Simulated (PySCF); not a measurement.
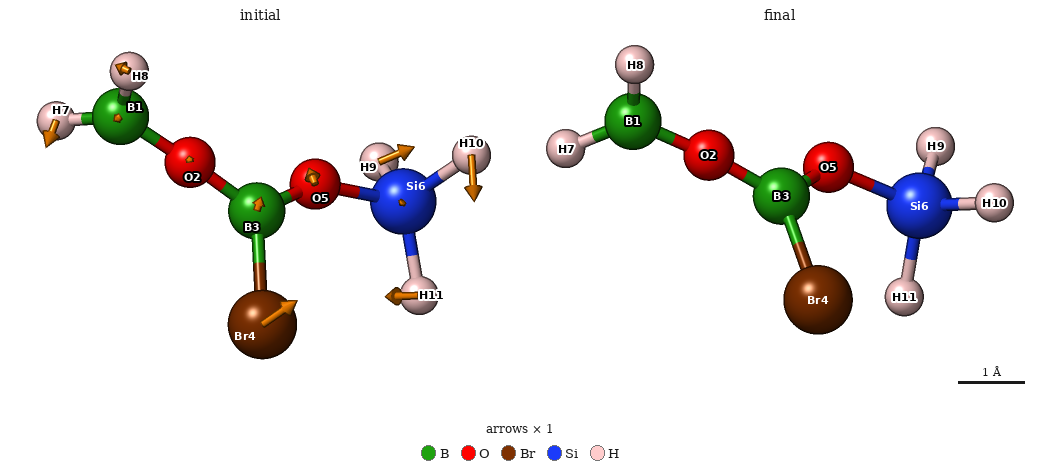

The structure of B$_{2}$SiH$_{5}$O$_{2}$Br before (left) and after (right) a relaxation, at one scale. The orange arrows give the displacements, at their true length.

A ball-and-stick model, seen at a tilt.

The start comes from GFN2-xTB. Its atoms were then displaced at random by about 0.01 Å.

The calculation used PBE0-D3(BJ)/def2-SVP geometry optimisation, gas phase (PySCF 2.14.0, density-fitted response routines). 

Question: Summarise the run.

Answer: After 14 geometry steps the energy has fallen by 5.83 kcal/mol. H10 moves most after the best rigid fit: 0.75 Å. By element the largest moves are H 0.75 Å, Br 0.70 Å, O 0.32 Å, B 0.24 Å, Si 0.09 Å. Some distances before and after: Br4–Si6 3.805 → 3.491 Å, B1–H7 1.153 → 1.210 Å, O5–Si6 1.634 → 1.687 Å, B3–Br4 1.900 → 1.947 Å. Bond angles that change, for instance: B3–O5–Si6 150.5° → 132.5°, O5–Si6–H10 104.1° → 109.7°, H9–Si6–H10 114.5° → 110.5°. Groups turn about O5–Si6 by about 40°.
